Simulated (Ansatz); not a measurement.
# Amorphous SiO: valence band and core levels, part 3 of 7

How wide do site differences make the core lines of amorphous SiO?

Ansatz 0.2.0; DFT, LDA, plane-wave PAW, scalar-relativistic; PAW set soft_1.

So far. Step 3 (Dynamics at 3400 K): Beyond half the shortest lattice vector, 4.0 Å, g(r) counts periodic images.

**4. Dynamics at 1870 K**

A short run with the thermostat set to 1870 K, starting from rest and too brief to equilibrate, lets it settle further; the cutoff and mesh are cut down, since only a plausible structure is wanted.

Input file input.yaml:

```yaml
crystal:
  lattice:
    - [7.9933902033, 0.0, 0.0]
    - [0.0, 7.9933902033, 0.0]
    - [0.0, 0.0, 7.9933902033]
  atoms:
    - { symbol: Si, position: [-0.025326879, 0.6423612901, 0.8821323382] }
    - { symbol: Si, position: [0.6584180393, 0.0759494895, 0.3620688392] }
    - { symbol: Si, position: [0.5347642107, 0.2695669128, 0.6444202039] }
    - { symbol: Si, position: [-0.1004767061, 0.3148134302, 0.0966980883] }
    - { symbol: Si, position: [0.5964179064, 0.6518644934, 0.8436839075] }
    - { symbol: Si, position: [0.7977285932, 0.1029642939, -0.2344942371] }
    - { symbol: Si, position: [1.1135570404, 0.9225539909, 0.3304671365] }
    - { symbol: Si, position: [1.1741491054, 0.1587116185, 0.4815280067] }
    - { symbol: Si, position: [0.5053996312, 0.9567522829, 0.5910140664] }
    - { symbol: Si, position: [0.8553466067, 0.9591718132, 0.2696827303] }
    - { symbol: Si, position: [0.2932753825, 0.8205862164, -0.0063446472] }
    - { symbol: Si, position: [0.5651953922, 0.6574962053, 1.1973478368] }
    - { symbol: Si, position: [0.4361682491, 0.2124348784, -0.041104929] }
    - { symbol: Si, position: [0.9943036953, 0.5616039603, 0.4804488999] }
    - { symbol: Si, position: [0.4296430947, 0.3021217813, 0.3091678405] }
    - { symbol: O, position: [0.9730590109, 0.6298578103, 0.6789525578] }
    - { symbol: O, position: [1.3204495167, 1.12974352, 0.6335435013] }
    - { symbol: O, position: [0.4372579385, 0.6619023737, 0.0102255716] }
    - { symbol: O, position: [0.4654376137, 0.5325450189, 0.3020105226] }
    - { symbol: O, position: [1.0753109441, 0.3272618038, -0.4430693731] }
    - { symbol: O, position: [0.5990691364, 1.0496914904, -0.1997856603] }
    - { symbol: O, position: [1.2326558723, 0.2293470537, 0.2919227121] }
    - { symbol: O, position: [0.1760706517, 0.6868978302, 0.8913562361] }
    - { symbol: O, position: [0.3153598166, 0.9931566969, -0.0550891698] }
    - { symbol: O, position: [0.7698597537, -0.0534155268, 0.5161694962] }
    - { symbol: O, position: [0.7017724688, 0.5600537524, 1.0225673625] }
    - { symbol: O, position: [0.7217322052, 0.2888495992, 0.6832542984] }
    - { symbol: O, position: [0.7109318418, 0.8063690397, 0.1980120772] }
    - { symbol: O, position: [0.4630936678, 0.4090418, 0.7751736454] }
    - { symbol: O, position: [0.9727779268, 0.3715098922, -0.0702124222] }
kpoints:
  mp_grid: { grid: [1, 1, 1] }
scf:
  occupations: { method: fermi_dirac, width: 0.1 }
  n_extra_bands: 21
hamiltonian:
  xc: lda
  pseudopotentials: { kind: paw, azcp: { folder: soft_1 }, xc_functional: pbe }
output:
  forces: true
basis:
  ecutwfc: 320
md:
  timestep: 1.5
  n_steps: 396
  ensemble: nvt_langevin
  temperature: 1870
  seed: 0
```

Started as:

```console
> ansatz run input.yaml --threads 8 --pin off --max-ram 23552MiB --backend cpu --events-out ev --progress --plain --runs-dir out
```

Numbers of over 12 decimals in the logs are rounded to 6 here.

What it wrote:

```text
[...]
Crystal: 30 atoms, lattice volume = 510.732 Å³
Basis set: ecut = 320 eV, 6619 PW (Γ)
Bands: 96, of which v1, the nominal top of the filled ones, is band 75 counted from 1 (74 counted from 0)
Symmetry: 1 space group operations
k-points: 1
[...]
SCF iter   1: F=—  HF=-17458.376971 eV  |F-HF|=—  |Δ(HF+E_count)|=         —  Δρ=6.58e-2  dr2=6.23e1  ethr=3.10e-3  ⟨swp⟩=9.0  Hψ=548  notcnv=0  defer=3
[...]
SCF iter  13: F=-17445.843317 eV  HF=-17445.843317 eV  |F-HF|=1.30e-8  |Δ(HF+E_count)|=   5.40e-9  Δρ=2.11e-6  dr2=2.31e-8  ethr=2.00e-11  ⟨swp⟩=5.0  Hψ=360  notcnv=0
SCF 1 converged in 13 iterations: F = -17445.843317 eV  dr2 = 2.31e-8
[...]
md step     0: t =     0.00 fs  T =     0.0 K  F+E_penalty+E_count = -17445.84331697 eV  E_kin = 0.000000 eV  (13 SCF iters)
[...]
SCF iter   7: F=-17446.061543 eV  HF=-17446.061543 eV  |F-HF|=1.67e-8  |Δ(HF+E_count)|=   2.30e-8  Δρ=2.04e-6  dr2=2.68e-8  ethr=2.00e-11  ⟨swp⟩=5.0  Hψ=373  notcnv=0
SCF 2 converged in 7 iterations: F = -17446.061543 eV  dr2 = 2.68e-8
md step     1: t =     1.50 fs  T =   116.3 K  F+E_penalty+E_count = -17446.06154343 eV  E_kin = 0.450920 eV  (7 SCF iters)
[...]
SCF iter   8: F=-17446.633076 eV  HF=-17446.633076 eV  |F-HF|=1.65e-8  |Δ(HF+E_count)|=   1.03e-8  Δρ=1.92e-6  dr2=2.50e-8  ethr=2.00e-11  ⟨swp⟩=5.0  Hψ=351  notcnv=0
SCF 3 converged in 8 iterations: F = -17446.633076 eV  dr2 = 2.50e-8
md step     2: t =     3.00 fs  T =   331.6 K  F+E_penalty+E_count = -17446.63307601 eV  E_kin = 1.285751 eV  (8 SCF iters)
[... from here on, the SCF cycles and remarks between the steps are left out ...]
md step     3: t =     4.50 fs  T =   535.5 K  F+E_penalty+E_count = -17447.36209757 eV  E_kin = 2.076628 eV  (9 SCF iters)
md step     4: t =     6.00 fs  T =   742.4 K  F+E_penalty+E_count = -17448.09989057 eV  E_kin = 2.878826 eV  (9 SCF iters)
md step     5: t =     7.50 fs  T =   907.0 K  F+E_penalty+E_count = -17448.76425201 eV  E_kin = 3.517256 eV  (6 SCF iters)
md step     6: t =     9.00 fs  T =  1007.5 K  F+E_penalty+E_count = -17449.30377099 eV  E_kin = 3.907056 eV  (6 SCF iters)
md step     7: t =    10.50 fs  T =  1005.5 K  F+E_penalty+E_count = -17449.69512603 eV  E_kin = 3.898956 eV  (7 SCF iters)
md step     8: t =    12.00 fs  T =  1122.7 K  F+E_penalty+E_count = -17449.99436926 eV  E_kin = 4.353454 eV  (7 SCF iters)
md step     9: t =    13.50 fs  T =  1279.0 K  F+E_penalty+E_count = -17450.26518227 eV  E_kin = 4.959528 eV  (7 SCF iters)
md step    10: t =    15.00 fs  T =  1359.3 K  F+E_penalty+E_count = -17450.51997488 eV  E_kin = 5.271088 eV  (8 SCF iters)
md step    11: t =    16.50 fs  T =  1413.4 K  F+E_penalty+E_count = -17450.77831424 eV  E_kin = 5.481040 eV  (6 SCF iters)
md step    12: t =    18.00 fs  T =  1510.2 K  F+E_penalty+E_count = -17451.07296124 eV  E_kin = 5.856445 eV  (7 SCF iters)
md step    13: t =    19.50 fs  T =  1687.8 K  F+E_penalty+E_count = -17451.40470298 eV  E_kin = 6.544786 eV  (6 SCF iters)
md step    14: t =    21.00 fs  T =  1659.7 K  F+E_penalty+E_count = -17451.74624121 eV  E_kin = 6.435885 eV  (6 SCF iters)
md step    15: t =    22.50 fs  T =  1784.4 K  F+E_penalty+E_count = -17452.10083322 eV  E_kin = 6.919617 eV  (6 SCF iters)
md step    16: t =    24.00 fs  T =  1876.8 K  F+E_penalty+E_count = -17452.46782786 eV  E_kin = 7.277706 eV  (6 SCF iters)
md step    17: t =    25.50 fs  T =  2164.4 K  F+E_penalty+E_count = -17452.86749700 eV  E_kin = 8.393108 eV  (6 SCF iters)
md step    18: t =    27.00 fs  T =  2167.1 K  F+E_penalty+E_count = -17453.25241240 eV  E_kin = 8.403753 eV  (6 SCF iters)
md step    19: t =    28.50 fs  T =  2208.7 K  F+E_penalty+E_count = -17453.53656002 eV  E_kin = 8.564777 eV  (6 SCF iters)
md step    20: t =    30.00 fs  T =  2202.6 K  F+E_penalty+E_count = -17453.66916565 eV  E_kin = 8.541116 eV  (9 SCF iters)
md step    21: t =    31.50 fs  T =  2107.9 K  F+E_penalty+E_count = -17453.65123032 eV  E_kin = 8.174120 eV  (7 SCF iters)
md step    22: t =    33.00 fs  T =  1986.7 K  F+E_penalty+E_count = -17453.52391475 eV  E_kin = 7.704095 eV  (7 SCF iters)
md step    23: t =    34.50 fs  T =  1962.1 K  F+E_penalty+E_count = -17453.35129106 eV  E_kin = 7.608669 eV  (7 SCF iters)
md step    24: t =    36.00 fs  T =  1897.6 K  F+E_penalty+E_count = -17453.18393067 eV  E_kin = 7.358525 eV  (7 SCF iters)
md step    25: t =    37.50 fs  T =  1952.2 K  F+E_penalty+E_count = -17453.08104823 eV  E_kin = 7.570082 eV  (7 SCF iters)
md step    26: t =    39.00 fs  T =  1871.4 K  F+E_penalty+E_count = -17453.04546483 eV  E_kin = 7.256880 eV  (8 SCF iters)
md step    27: t =    40.50 fs  T =  1857.6 K  F+E_penalty+E_count = -17453.01316228 eV  E_kin = 7.203368 eV  (7 SCF iters)
md step    28: t =    42.00 fs  T =  1895.0 K  F+E_penalty+E_count = -17452.95887473 eV  E_kin = 7.348390 eV  (7 SCF iters)
md step    29: t =    43.50 fs  T =  1794.6 K  F+E_penalty+E_count = -17452.86992550 eV  E_kin = 6.958947 eV  (7 SCF iters)
md step    30: t =    45.00 fs  T =  1791.2 K  F+E_penalty+E_count = -17452.77468355 eV  E_kin = 6.945791 eV  (11 SCF iters)
md step    31: t =    46.50 fs  T =  1795.6 K  F+E_penalty+E_count = -17452.73066041 eV  E_kin = 6.962871 eV  (7 SCF iters)
md step    32: t =    48.00 fs  T =  1797.6 K  F+E_penalty+E_count = -17452.72973190 eV  E_kin = 6.970661 eV  (8 SCF iters)
md step    33: t =    49.50 fs  T =  1886.0 K  F+E_penalty+E_count = -17452.75498263 eV  E_kin = 7.313480 eV  (8 SCF iters)
md step    34: t =    51.00 fs  T =  1911.7 K  F+E_penalty+E_count = -17452.78044612 eV  E_kin = 7.413074 eV  (9 SCF iters)
md step    35: t =    52.50 fs  T =  1945.2 K  F+E_penalty+E_count = -17452.79929657 eV  E_kin = 7.543114 eV  (9 SCF iters)
md step    36: t =    54.00 fs  T =  2004.8 K  F+E_penalty+E_count = -17452.83339683 eV  E_kin = 7.774168 eV  (9 SCF iters)
md step    37: t =    55.50 fs  T =  2010.7 K  F+E_penalty+E_count = -17452.90790512 eV  E_kin = 7.796929 eV  (8 SCF iters)
md step    38: t =    57.00 fs  T =  2114.3 K  F+E_penalty+E_count = -17453.07459834 eV  E_kin = 8.198966 eV  (9 SCF iters)
md step    39: t =    58.50 fs  T =  2072.9 K  F+E_penalty+E_count = -17453.29019809 eV  E_kin = 8.038127 eV  (9 SCF iters)
[...]
md step    59: t =    88.50 fs  T =  1998.0 K  F+E_penalty+E_count = -17453.34399966 eV  E_kin = 7.747895 eV  (7 SCF iters)
md step    60: t =    90.00 fs  T =  1957.2 K  F+E_penalty+E_count = -17453.24294776 eV  E_kin = 7.589687 eV  (10 SCF iters)
md step    61: t =    91.50 fs  T =  2031.6 K  F+E_penalty+E_count = -17453.18394841 eV  E_kin = 7.878304 eV  (7 SCF iters)
md step    62: t =    93.00 fs  T =  1958.8 K  F+E_penalty+E_count = -17453.15897805 eV  E_kin = 7.595850 eV  (7 SCF iters)
md step    63: t =    94.50 fs  T =  1878.1 K  F+E_penalty+E_count = -17453.16795149 eV  E_kin = 7.282928 eV  (7 SCF iters)
md step    64: t =    96.00 fs  T =  1909.9 K  F+E_penalty+E_count = -17453.21167288 eV  E_kin = 7.406122 eV  (9 SCF iters)
md step    65: t =    97.50 fs  T =  1954.3 K  F+E_penalty+E_count = -17453.25496921 eV  E_kin = 7.578504 eV  (8 SCF iters)
md step    66: t =    99.00 fs  T =  2070.5 K  F+E_penalty+E_count = -17453.30844983 eV  E_kin = 8.028857 eV  (9 SCF iters)
md step    67: t =   100.50 fs  T =  2008.4 K  F+E_penalty+E_count = -17453.38658390 eV  E_kin = 7.788195 eV  (8 SCF iters)
md step    68: t =   102.00 fs  T =  2089.9 K  F+E_penalty+E_count = -17453.49163330 eV  E_kin = 8.104084 eV  (8 SCF iters)
md step    69: t =   103.50 fs  T =  2167.6 K  F+E_penalty+E_count = -17453.59431975 eV  E_kin = 8.405625 eV  (8 SCF iters)
[...]
SCF iter  11: F=-17453.674298 eV  HF=-17453.674298 eV  |F-HF|=1.12e-8  |Δ(HF+E_count)|=   4.75e-9  Δρ=1.36e-6  dr2=1.53e-8  ethr=2.00e-11  ⟨swp⟩=4.0  Hψ=311  notcnv=0
SCF 71 converged in 11 iterations: F = -17453.674298 eV  dr2 = 1.53e-8
[...]
md step    70: t =   105.00 fs  T =  2138.4 K  F+E_penalty+E_count = -17453.67429762 eV  E_kin = 8.292480 eV  (11 SCF iters)
SCF iter   1: F=—  HF=-17453.695928 eV  |F-HF|=—  |Δ(HF+E_count)|=         —  Δρ=6.17e-4  dr2=1.34e-3  ethr=1.03e-5  ⟨swp⟩=4.0  Hψ=286  notcnv=0  defer=5
[...]
SCF iter   8: F=-17453.695548 eV  HF=-17453.695548 eV  |F-HF|=1.18e-8  |Δ(HF+E_count)|=
```

Run time: 3.5 min. Hardware: 8 threads of Intel Xeon 6975P-C (Granite Rapids), shared host; peak memory 0.48 GiB.

Rows from the run:

```csv
time (fs),T (K),potential (meV/atom)
0.0,0,0.0
39.0,1871,-240.1
79.5,2311,-256.9
118.5,2419,-282.3
159.0,1900,-325.1
198.0,2544,-414.2
237.0,1957,-449.8
277.5,2112,-430.7
316.5,2561,-466.0
357.0,1906,-403.5
396.0,1910,-392.2
435.0,2385,-453.9
475.5,1882,-413.6
514.5,2304,-401.8
555.0,1800,-382.4
594.0,1683,-429.7
```

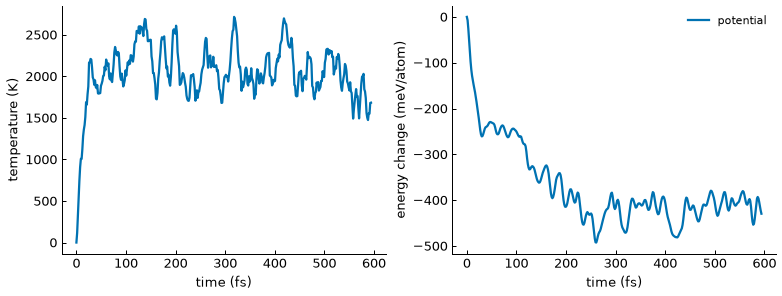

Temperature and energies against time.

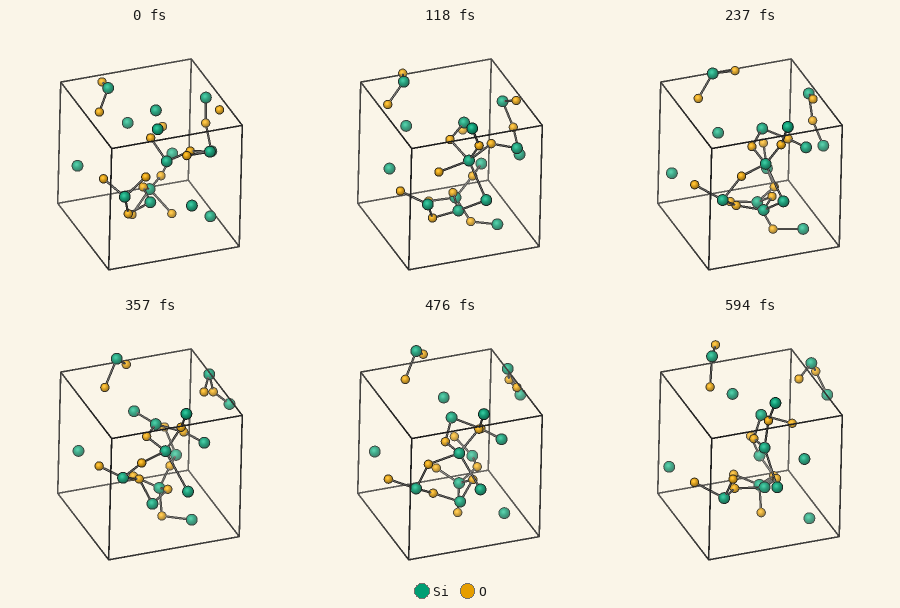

6 frames of the run. Bonds to atoms that aren't drawn are left out.

Mean square displacement at the end: Si 2.8 Å², O 2.6 Å².

Positions (Å) and forces (eV/Å) at 594.0 fs:

```xyz
30
Lattice="7.993 0.000 0.000 0.000 7.993 0.000 0.000 0.000 7.993" Properties=species:S:1:pos:R:3:forces:R:3 pbc="T T T"
Si    1.005    7.374    7.205    0.893    1.444   -0.211
Si    4.414    0.768    3.516    0.035   -0.539    0.189
Si    4.148    2.177    5.400    0.238    0.998    0.844
Si    0.004    4.617   -1.320   -1.372    0.083   -1.286
Si    4.990    4.895    5.918    2.014    1.342    0.845
Si    6.738    2.483   -3.998    1.666    1.382    0.244
Si    8.731    8.180    1.506   -0.099    0.301   -0.691
Si    9.696    2.095    2.593   -1.520    2.705    1.221
Si    4.165    7.281    6.149    0.773   -0.511   -0.960
Si    6.283    8.194    1.181    1.937   -2.818   -0.672
Si    2.751    7.053    1.029   -0.886   -5.025    0.539
Si    5.194    5.417    8.972    1.354   -0.628    1.682
Si    4.526    1.632    0.587    0.852   -0.518   -3.701
Si   10.210    7.825    4.638    1.121    0.153   -4.345
Si    4.538    3.000    2.269   -1.955   -0.849    2.073
O     9.666    8.329    6.018   -3.435    0.396    4.114
O    10.008    9.569    4.070    1.354   -2.168    1.523
O     3.764    5.828    1.722   -0.371    1.997   -1.804
O     5.702    4.102    2.022   -1.063    2.374   -0.834
O     8.212    2.995   -4.567   -0.550   -1.224   -1.283
O     4.404   10.323   -0.942   -0.290   -1.512    0.888
O    10.828    3.334    2.340    0.149   -0.968   -0.423
O     2.441    6.467    7.384    0.486    0.215    1.940
O     3.486    8.391    0.912    1.807    3.078   -0.502
O     5.646    0.066    2.666    0.073   -0.137    1.206
O     5.045    4.667    7.581   -0.363   -0.063   -1.359
O     6.607    4.151    5.460    0.282    1.497    1.629
O     6.473    6.424    0.783   -2.563    1.823    2.018
O     4.147    3.843    5.087   -1.388   -1.589   -0.603
O     7.820    6.287   -1.008    0.819   -1.238   -2.282
```

The pair distribution g(r) has structure finer than the step of the table below, so its rows give means over 0.25 Å, whole bins alone (the curve runs from 0.0350 to 5.56 Å). Peaks (Å: height): Si–Si 2.343: 2.82, 2.553: 2.87, 2.833: 2.01, 2.973: 2.48, 3.112: 2.73, 4.581: 1.51, 4.931: 1.83; Si–O 1.714: 7.26, 3.112: 1.77, 3.462: 1.62, 4.511: 1.79; O–O 2.273: 1.37, 2.483: 2.30, 2.763: 3.55, 3.252: 1.22, 4.931: 1.70, 5.071: 1.53, 5.351: 1.51.

From the last frames. Pair distribution g(r) against r; means over each step:

```csv
r (Å),Si–Si,Si–O,O–O
1.25,0,0,0
1.50,0,2.45,0
1.75,0,4.70,0
2.00,0.0875,0.459,0
2.25,0.861,0.296,0.613
2.50,1.79,0.261,1.56
2.75,0.792,0.500,2.99
3.00,2.07,1.22,1.21
3.25,1.29,1.38,0.812
3.50,0.958,1.08,0.424
3.75,0.744,0.939,0.589
4.00,0.387,1.10,0.639
4.25,0.637,0.715,0.655
4.50,1.04,1.12,0.748
4.75,0.987,0.697,0.958
5.00,1.17,0.883,1.36
5.25,1.10,0.948,1.23
```

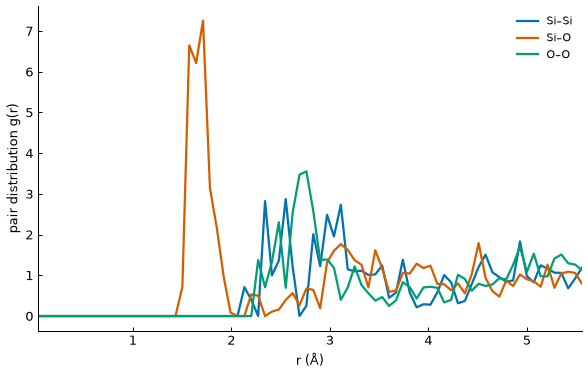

Pair distribution g(r), plotted against r.

Beyond half the shortest lattice vector, 4.0 Å, g(r) counts periodic images.

This step gave:

| Item | Value |
| --- | --- |
| free energy | -17458.7330 eV |
| energy at zero smearing | -17458.6956 eV |
| smearing term TS | 0.07475 eV |
| Fermi energy | 4.694 eV |
| gap on the k-mesh | 0.6326 eV |

(Part 3 of 7 ends here.)

[Logs are printed without paths, hosts, clocks, repeated set-up lines and the standing remarks that a program may print on its own settings, such as how far it seeks lower states.]

[Hosts, paths, dates, database ids (printed as entryN), source tags and the programs' standing remarks are cut or masked in the printed files.]

[Maps of the electrostatic potential energy from Ansatz leave out the sawtooth potential of an applied field or a dipole correction, so their vacuum need not be flat; work functions include it.]
